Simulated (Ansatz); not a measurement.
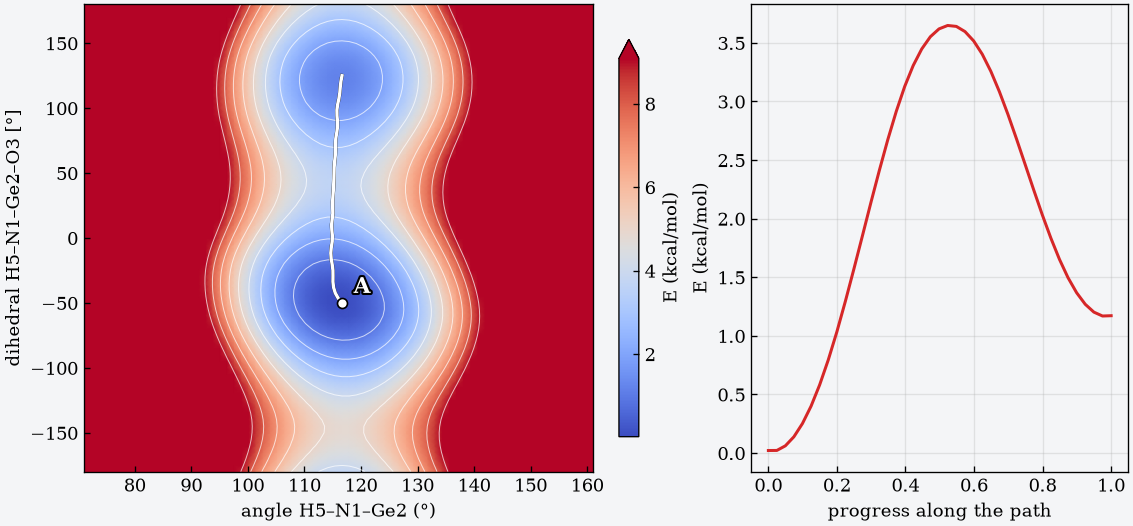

FGeH₄NO, SMILES [NH2][GeH]([OH])[F]. The first coordinate is: angle H5–N1–Ge2; the second: dihedral H5–N1–Ge2–O3. Nothing is relaxed (all other coordinates rigid). The scan uses a 9 × 9 grid. Points are written as (first, second). All energies are given in kcal/mol relative to the relaxed molecule at the same level. Theory: RKS B3LYP-D4/def2-TZVP in Ansatz.

The picture shows a smooth colour map with a few white contour lines, a line along the lowest path, one colour for all values above the top of the scale, the energy along the path at the right, the start A. Between grid points the surface is interpolated.

> Describe the path and its barrier.

The easiest path leads from the well at about (117°, −50°) to the well at about (117°, 125°), about 1.2 kcal/mol higher. Its highest point lies about 3.6 kcal/mol above the bottom of the first well on the interpolated surface, at about (115°, 40°). Seen from the upper well the barrier is about 2.5 kcal/mol. The start is the relaxed structure and all else is held, so a fully relaxed path at this level can only be lower.
